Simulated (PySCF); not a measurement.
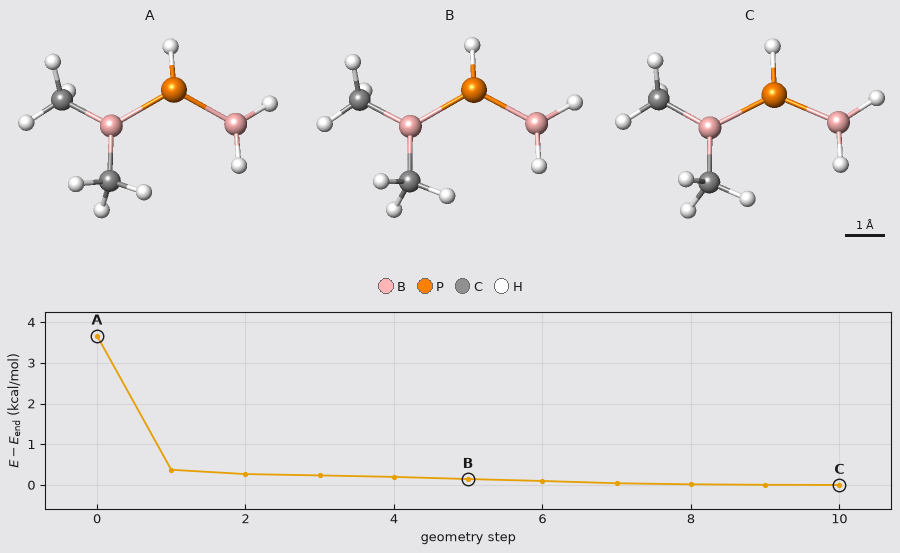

Frames of a relaxation of C2H9B2P, marked on the history of the run. Style: ball-and-stick. Shown at a tilt.

The start comes from GFN2-xTB. Its atoms were then displaced at random by about 0.01 Å.

These are results of PBE0-D3(BJ)/def2-SVP geometry optimisation, gas phase (PySCF), not measurements. 

What happens along the run?

An H atom moves most after the best rigid fit: 0.46 Å. By element the largest moves are H 0.46 Å, P 0.44 Å, B 0.16 Å, C 0.10 Å. Near-neighbour distances that change, for instance: B–H 1.157 → 1.205 Å, C–H 1.072 → 1.104 Å, C–H 1.133 → 1.105 Å, B–C 1.548 → 1.568 Å. Bond angles that change, for instance: B–P–B 120.6° → 127.0°, B–P–H 109.7° → 115.8°, B–P–H 111.0° → 116.8°. The energy falls by 3.67 kcal/mol in 10 geometry steps. From step 0 to 5: an H atom moves most (0.24 Å), energy −3.52 kcal/mol. From step 5 to 10: the P atom moves most (0.27 Å), energy −0.14 kcal/mol.

| step | E − E(0), kcal/mol |
| --- | --- |
| 0 | 0.00 |
| 1 | -3.30 |
| 2 | -3.40 |
| 3 | -3.43 |
| 4 | -3.47 |
| 5 | -3.52 |
| 6 | -3.57 |
| 7 | -3.63 |
| 8 | -3.65 |
| 9 | -3.67 |
| 10 | -3.67 |
